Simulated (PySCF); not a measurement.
# One shape, several levels: C3H9Al (trimethylaluminium (TMA))

We compute a comparison of 4 runs (HF/STO-3G, HF/def2-SVP, TPSSh/def2-TZVP, CCSD(T)/pcseg-1) of C3H9Al (trimethylaluminium (TMA)). 

The calculation is run with PySCF 2.14.0.

## Step 1: The system as given

C3H9Al has 13 atoms, charge 0, and is taken as a singlet. SMILES: `[CH3][Al]([CH3])[CH3]`. Geometry: relaxed at PBE0-D4/def2-TZVP.

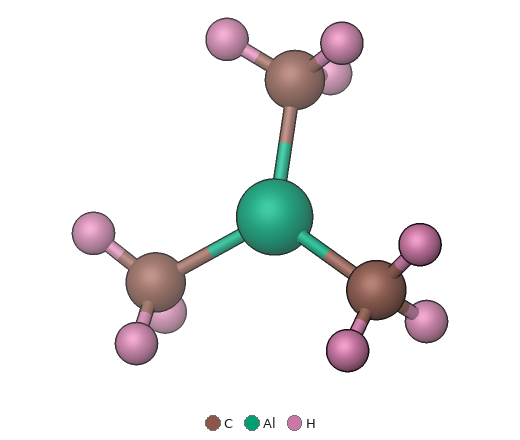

The structure, seen from a chosen angle (carbon brown, aluminium teal, hydrogen pink).

## Step 2: Energy and forces at HF/STO-3G (run 1)

Input file run.py:

```python
# [CH3][Al]([CH3])[CH3]
import pyscf.grad
from pyscf import gto, scf

mol = gto.M(
    atom='''
C     -0.933714     3.220320    -1.563843
Al     0.075910    -0.006765    -0.058411
C      2.308055    -0.051401     2.893738
C     -1.296900    -3.175893    -1.389440
H      0.497678     4.692473    -1.328629
H     -2.655746     3.920842    -0.645417
H     -1.367992     3.057974    -3.578007
H      3.622510     1.543377     2.921668
H      3.406534    -1.796147     3.037054
H      1.184556     0.082222     4.631416
H     -1.719348    -3.074169    -3.410067
H     -3.082502    -3.627896    -0.437075
H     -0.039023    -4.784938    -1.072968
''',
    verbose=4,
    max_memory=1860,
    unit='bohr',
    basis='sto-3g',
    charge=0,
)

mf = scf.RHF(mol)
mf.conv_tol = 1e-10
mf.kernel()
if not mf.converged:
    mf = mf.newton().run(mf.mo_coeff, mf.mo_occ)

e_tot = mf.e_tot
print(f'total energy: {e_tot:.8f} hartree')
grad = mf.Gradients().kernel()
mf.analyze()
```

Command:

```
$ OMP_NUM_THREADS=1 python run.py
```

What it wrote:

```text
PySCF version 2.14.0

[... 63 lines left out ...]
converged SCF energy = -356.531257381855
[... 16 lines left out ...]
Two-electron Energy =                  286.044007697230313
[... 6 lines left out ...]
MO #3   energy= -10.9420541290968  occ= 2
[... 4 lines left out ...]
MO #8   energy= -2.95856588480312  occ= 2
[... 4 lines left out ...]
MO #13  energy= -0.491332047065277 occ= 2
[... 4 lines left out ...]
MO #18  energy= -0.463336553283854 occ= 2
[... 4 lines left out ...]
MO #23  energy= 0.634111523840069  occ= 0
[... 4 lines left out ...]
MO #28  energy= 0.757826841161217  occ= 0
[... 4 lines left out ...]
MO #33  energy= 0.817762723123878  occ= 0
[... 49 lines left out ...]
Dipole moment(X, Y, Z, Debye):  0.05988, -0.00544, -0.04580
```

Run time: 1.5 s. Hardware: 1 thread of Arm Neoverse V2, shared host; peak memory 0.12 GiB.

## Step 3: Energy and gradient at HF/def2-SVP (run 2)

Input file start.xyz:

```xyz
13

C     -0.494100     1.704120    -0.827550
Al     0.040170    -0.003580    -0.030910
C      1.221370    -0.027200     1.531300
C     -0.686290    -1.680610    -0.735260
H      0.263360     2.483150    -0.703080
H     -1.405360     2.074820    -0.341540
H     -0.723910     1.618210    -1.893400
H      1.916950     0.816720     1.546080
H      1.802660    -0.950480     1.607140
H      0.626840     0.043510     2.450840
H     -0.909840    -1.626780    -1.804530
H     -1.631190    -1.919800    -0.231290
H     -0.020650    -2.532080    -0.567790
```

Input file job.py:

```python
# [CH3][Al]([CH3])[CH3]
import pyscf.grad
from pyscf import gto, scf

system = gto.Mole()
system.atom = 'start.xyz'
system.max_memory = 1860
system.verbose = 3
system.basis = 'def2-svp'
system.spin = 0
system.build()

myscf = scf.RHF(system)
myscf.conv_tol = 1e-10
myscf.kernel()
if not myscf.converged:
    myscf = myscf.newton().run(myscf.mo_coeff, myscf.mo_occ)

energy = myscf.e_tot
print(f'total energy: {energy:.8f} hartree')
grad = myscf.Gradients().kernel()
myscf.analyze()
```

Command:

```
$ OMP_NUM_THREADS=1 python job.py
```

What it wrote:

```text
converged SCF energy = -360.613102221384
[... 10 lines left out ...]
MO #1   energy= -58.4137203638056  occ= 2
[... 12 lines left out ...]
MO #14  energy= -0.536831801203654 occ= 2
[... 12 lines left out ...]
MO #27  energy= 0.252801500332554  occ= 0
[... 12 lines left out ...]
MO #40  energy= 0.688230515455782  occ= 0
[... 12 lines left out ...]
MO #53  energy= 0.94406111482746   occ= 0
[... 12 lines left out ...]
MO #66  energy= 1.50553159623117   occ= 0
[... 12 lines left out ...]
MO #79  energy= 2.07981720485424   occ= 0
[... 12 lines left out ...]
MO #92  energy= 2.75579722638646   occ= 0
[... 12 lines left out ...]
MO #105 energy= 3.33360188222204   occ= 0
[... 14 lines left out ...]
Dipole moment(X, Y, Z, Debye):  0.00484, -0.00028, -0.00376
```

Wall time 7.8 s (1 thread of Arm Neoverse V2, shared host); peak memory 0.23 GiB.

Run 3 isn't shown in full; the table further down has it.

## Step 4: A single-point energy at CCSD(T)/pcseg-1 (run 4)

Input file run.py:

```python
from pyscf import gto, cc

mol = gto.M(
    atom='''
C     -0.494100     1.704120    -0.827550
Al     0.040170    -0.003580    -0.030910
C      1.221370    -0.027200     1.531300
C     -0.686290    -1.680610    -0.735260
H      0.263360     2.483150    -0.703080
H     -1.405360     2.074820    -0.341540
H     -0.723910     1.618210    -1.893400
H      1.916950     0.816720     1.546080
H      1.802660    -0.950480     1.607140
H      0.626840     0.043510     2.450840
H     -0.909840    -1.626780    -1.804530
H     -1.631190    -1.919800    -0.231290
H     -0.020650    -2.532080    -0.567790
''',
    max_memory=1860,
    verbose=3,
    basis='pcseg-1',
)

mf = mol.RHF()
mf.conv_tol = 1e-10
mf.kernel()
if not mf.converged:
    mf = mf.newton().run(mf.mo_coeff, mf.mo_occ)

mycc = cc.CCSD(mf, frozen=8)
mycc.kernel()
e_t = mycc.ccsd_t()
energy = mycc.e_tot + e_t
print('Final energy', energy)
mf.analyze()
```

Command:

```
$ OMP_NUM_THREADS=1 python run.py
```

What it wrote:

```text
converged SCF energy = -360.721131343501
[... 4 lines left out ...]
MO #1   energy= -58.4061646142321  occ= 2
[... 12 lines left out ...]
MO #14  energy= -0.538628264517049 occ= 2
[... 12 lines left out ...]
MO #27  energy= 0.224737100527978  occ= 0
[... 12 lines left out ...]
MO #40  energy= 0.632915063041817  occ= 0
[... 12 lines left out ...]
MO #53  energy= 0.930301320129711  occ= 0
[... 12 lines left out ...]
MO #66  energy= 1.68863328815115   occ= 0
[... 12 lines left out ...]
MO #79  energy= 2.28304165513052   occ= 0
[... 12 lines left out ...]
MO #92  energy= 2.99201127122103   occ= 0
[... 12 lines left out ...]
MO #105 energy= 3.62991038339158   occ= 0
[... 14 lines left out ...]
Dipole moment(X, Y, Z, Debye): -0.01211,  0.00126,  0.00928
```

It took 57 s on 1 thread of Arm Neoverse V2, shared host; peak memory 0.75 GiB.

## Step 5: The series

```csv
run,level,integration grid,task,energy (Eh),dipole moment (D) of the reference,HOMO energy (eV),LUMO energy (eV),wall time
1,HF/STO-3G,–,gradient,-356.531257,0.08,-8.72,8.97,1.5 s
2,HF/def2-SVP,–,gradient,-360.613102,0.01,-10.64,2.49,7.8 s
3,TPSSh/def2-TZVP,5,gradient,-362.263750,0.01,-6.87,-0.69,3.7 min
4,CCSD(T)/pcseg-1,–,energy,-361.292602,0.02,-10.67,2.04,57 s
```

## Step 6: What came out

| quantity | value |
| --- | --- |
| run 4: total energy | -361.29260 Eh |
| run 4: dipole moment (Hartree–Fock density) | 0.02 D |
| run 4: HOMO energy (Hartree–Fock orbitals) | -10.67 eV |
| run 4: LUMO energy (Hartree–Fock orbitals) | 2.04 eV |
| run 4: HOMO–LUMO gap (Hartree–Fock orbitals) | 12.71 eV |
| run 4: correlation energy (8 core orbitals frozen) | -571.5 mEh |
| run 4: (T) correction | -14.47 mEh |
| run 4: T1 diagnostic | 0.008 |

What this shows: Over runs 1, 2, 3 the dipole moment (its size) runs from 0.01 D (HF/def2-SVP) to 0.08 D (HF/STO-3G). Over runs 1, 2, 3 the HOMO–LUMO gap runs from 6.18 eV (TPSSh/def2-TZVP) to 17.68 eV (HF/STO-3G). The two ends differ in method and basis. In run 1 the basis is minimal, so the values are rough. All runs together took 4.8 min, the longest 3.7 min.
